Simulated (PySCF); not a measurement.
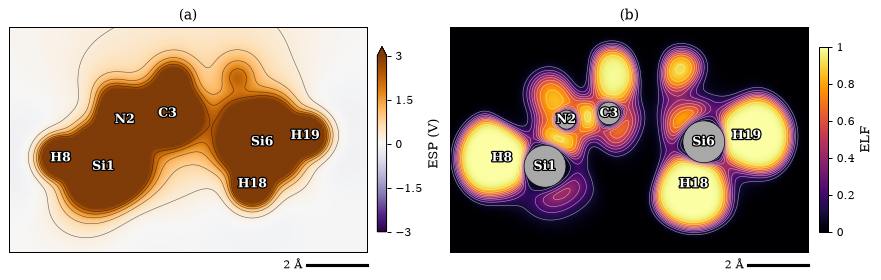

The picture shows: C₃H₁₅NSi₃ (SMILES [SiH3]NCCC([SiH3])[SiH3]). (a) molecular electrostatic potential; (b) electron localisation function on the plane of atoms N2, Si1 and H8. Grey discs cover the atomic cores in the ELF map.

Geometry: GFN2-xTB.

Computed with PySCF, PBE0/pcSseg-1, SCF density, gas phase, non-relativistic.

Input file:

```
{"job": {"kind": "nmr", "xc": "PBE0", "basis": "pcSseg-1"}, "charge": 0, "multiplicity": 1}
Si     3.253436     0.447799     0.845243
N      2.426032    -0.031853    -0.582463
C      1.052370     0.319542    -0.847965
C      0.044722    -0.566478    -0.111234
C     -1.410143    -0.277387    -0.483057
Si    -1.937207     1.508830    -0.075788
Si    -2.554166    -1.572511     0.323056
H      4.626256     0.002080     0.618790
H      3.114116     1.902234     0.908602
H      2.762900    -0.119701     2.113778
H      2.651568    -0.940573    -0.960642
H      0.915710     1.359484    -0.544511
H      0.868994     0.254049    -1.928026
H      0.285022    -1.611310    -0.340383
H      0.189322    -0.431557     0.963671
H     -1.503573    -0.399609    -1.568573
H     -1.320075     2.474327    -0.990513
H     -1.553587     1.827746     1.300819
H     -3.390210     1.622315    -0.222061
H     -2.484046    -1.463418     1.781393
H     -3.930609    -1.367719    -0.129343
H     -2.117242    -2.916906    -0.071641
```

Launched as:

```sh
OMP_NUM_THREADS=1 python probes_run.py task.json out
```

What do the fields say about this system?

Answer. The section cuts through Si, N, C and H sites.
C–N (1.44 Å): the ELF peaks at about 0.95 between the atoms, as expected for a covalent bond.
Si–N (1.72 Å): the ELF peaks at about 0.90 between the atoms (a shared but strongly polarised pair).
Si–H (1.46 Å): the ELF climbs to about 1 towards the hydrogen, as it does in any bond to H.
The potential has no marked negative region in this plane.
